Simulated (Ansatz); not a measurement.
C2HF2 (doublet)

```xyz
5

C    -1.0413    0.1333    0.1340
C    -0.5618   -0.9864   -0.4142
F    -0.6613   -2.2488   -0.0586
F    -1.7900    0.1438    1.2707
H    -0.8580    1.1239   -0.3050
```

Geometry: BLYP-D3(BJ)/def2-SVP.

Computed with isolated molecule in a Gaussian basis; Kohn-Sham density functional theory, functional PBE0 in Ansatz 0.2.0.

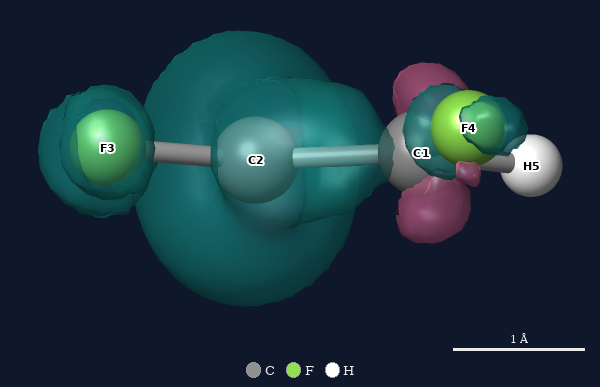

Figure 1. Isosurfaces of the spin density (α minus β) at +0.05 (teal) and −0.05 e/Å³ (pink), seen from one side.

Describe the spin distribution.

The unpaired spin (1 electron) lies mostly on C2 (about 0.8) and F3 (about 0.1), in electrons by Hirshfeld's partition.

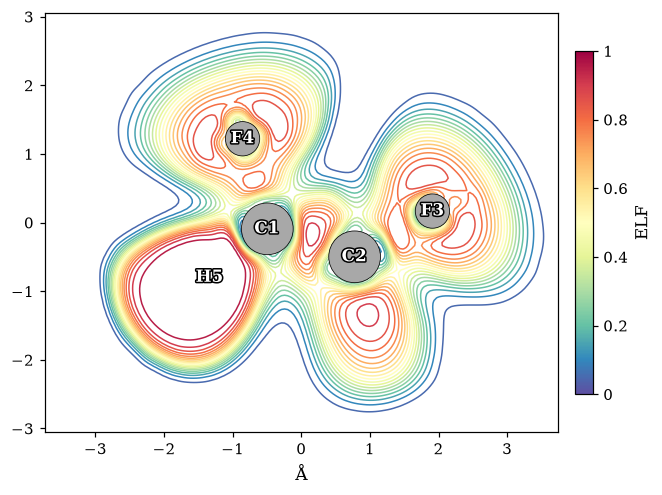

Figure 2. Electron localisation function on the molecular plane. Grey discs cover the atomic cores.

Read the bonding off the picture.

- Atoms in the plane: C, F and H.
- C–F (1.32 Å): the ELF peaks at about 0.85 between the atoms (a polar covalent bond).
- C–C (1.34 Å): the ELF peaks at about 0.90 between the atoms: a short, multiple covalent bond.
- C–H (1.10 Å): the ELF climbs to about 1 towards the hydrogen, as it does in any bond to H: an ordinary covalent bond to hydrogen.
- C–F (1.36 Å): the ELF peaks at about 0.85 between the atoms; a shared but strongly polarised pair.
- The ELF also peaks beside C2, F3 and F4, away from the bonds: non-bonding electrons, paired or unpaired.

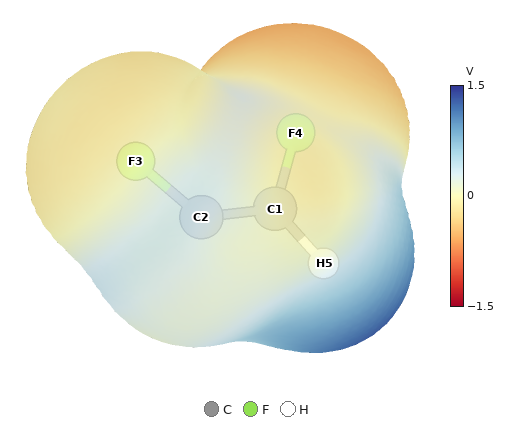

Figure 3. The electrostatic potential painted on the density surface at 0.001 e/bohr³, seen at a tilt; the colour scale runs from red (negative) to blue (positive).

Describe the electrostatic potential map.

The most negative region (about −0.5 V) lies over F4, the most positive (about +1.3 V) over H5.

What dipole moment does the calculation give?

Its dipole moment is 1.31 D.
